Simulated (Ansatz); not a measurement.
# CHBeFO (SMILES [F][Be-]1[CH+][O]1): what the fields show

Input

```
crystal:
  periodic: [false, false, false]
  atoms:
    - symbol: C
      position_ang: [1.320296, -0.519433, -0.686029]
    - symbol: Be
      position_ang: [1.451073, 1.112272, -0.976355]
    - symbol: F
      position_ang: [1.752797, 2.471526, -1.158129]
    - symbol: O
      position_ang: [0.227247, -0.023379, -1.127711]
    - symbol: H
      position_ang: [1.327967, -1.617038, -0.460789]
basis:
  gaussian:
    orbitals: def2-TZVPD
hamiltonian:
  xc: {name: PBE0}
output:
  forces: true
  orbitals: {seedname: orbitals}
```

Command:

```sh
ansatz run input.yaml --threads 1 --pin off --max-ram 2610MiB --events-out events.jsonl --progress --plain --runs-dir runs
```

Geometry: BLYP-D3(BJ)/def2-SVP.

These are results of isolated molecule in a Gaussian basis; Kohn-Sham density functional theory, functional PBE0 in Ansatz 0.2.0, not measurements.

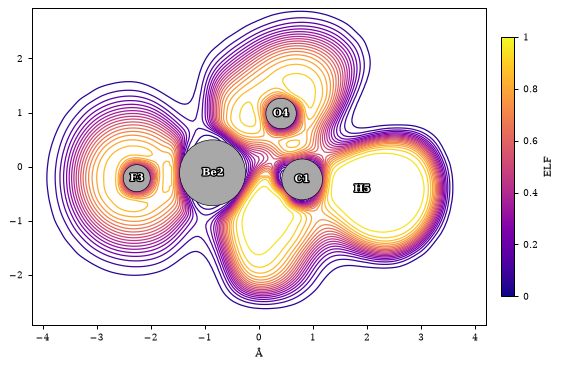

Figure 1. ELF on the molecular plane. Grey discs cover the atomic cores.

### Read the bonding off the picture.

- The section cuts through C, Be, F, O and H sites.
- C–O (1.28 Å): the ELF peaks at about 0.85 between the atoms (a short, strongly polar bond).
- Be–F (1.40 Å): the ELF peaks at about 0.85 in the valence shell of F, 0.6 Å from its nucleus, and is about 0.75 at the midpoint.
- C–Be (1.66 Å): the ELF peaks at about 0.80 in the valence shell of C, 0.6 Å from its nucleus, and is about 0.70 at the midpoint.
- Be–O (1.68 Å): the ELF peaks at about 0.85 in the valence shell of O, 0.5 Å from its nucleus, and is about 0.65 at the midpoint.
- C–H (1.12 Å): the ELF climbs to about 1 towards the hydrogen, as it does in any bond to H (a covalent bond by its length).
- The ELF also peaks beside F3 and O4, away from the bonds: lone-pair regions.

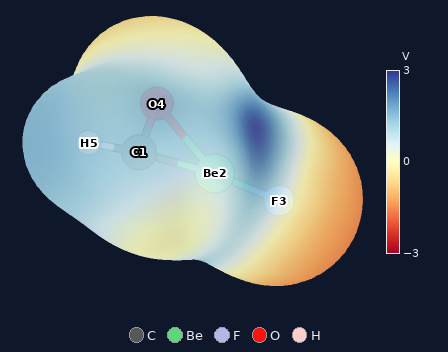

Figure 2. The molecular electrostatic potential painted on the density surface at 0.002 e/bohr³, seen at a tilt; red is negative and blue positive.

### Describe the electrostatic potential map.

The most negative region (about −1.5 V) lies over F3, the most positive (about +2.7 V) over Be2.

### What dipole moment does the calculation give?

Its dipole moment is 2.94 D.

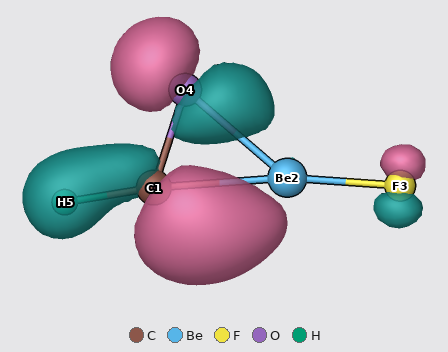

Figure 3. The HOMO at ±0.2 Å⁻³ᐟ² (teal and pink are the two phases), seen across its widest extent.

### What is the character of this orbital?

Its weight (Hirshfeld) is mainly on C1 (about 40 %), O4 (about 35 %), Be2 (about 15 %) and H5 (about 10 %); it is symmetric in the molecular plane (an in-plane orbital: σ, lone-pair or in-plane π type). Its energy is −7.84 eV.

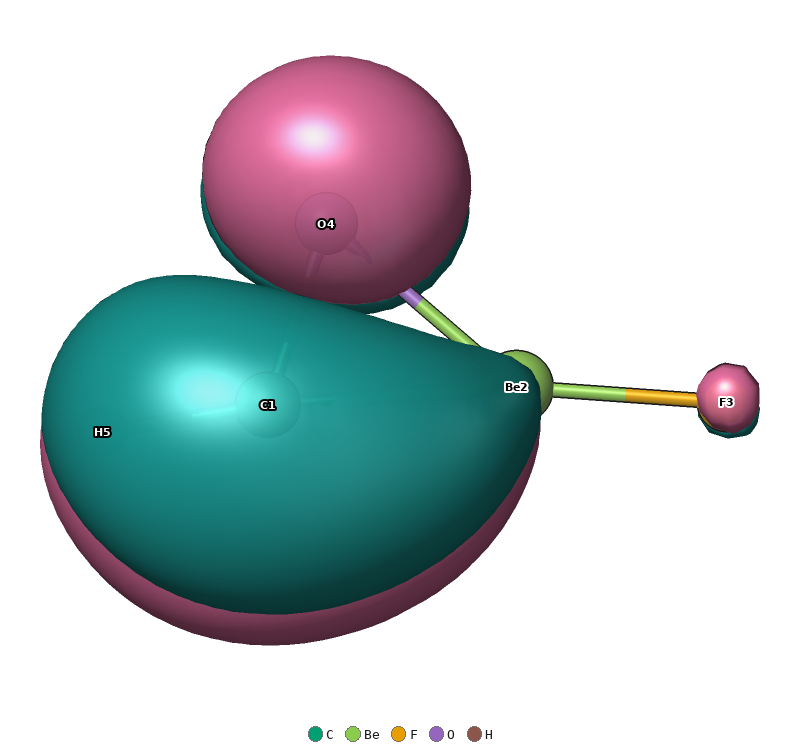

Figure 4. The LUMO at ±0.08 Å⁻³ᐟ² (teal and pink are the two phases), seen across its widest extent.

### Where does this orbital lie, and at what energy?

By Hirshfeld shares it lies mainly on C1 (about 55 %), O4 (about 30 %) and H5 (about 5 %); it changes sign across the molecular plane (π type); π-antibonding (a node) across C1–O4 and Be2–O4. Its energy is −2.53 eV.
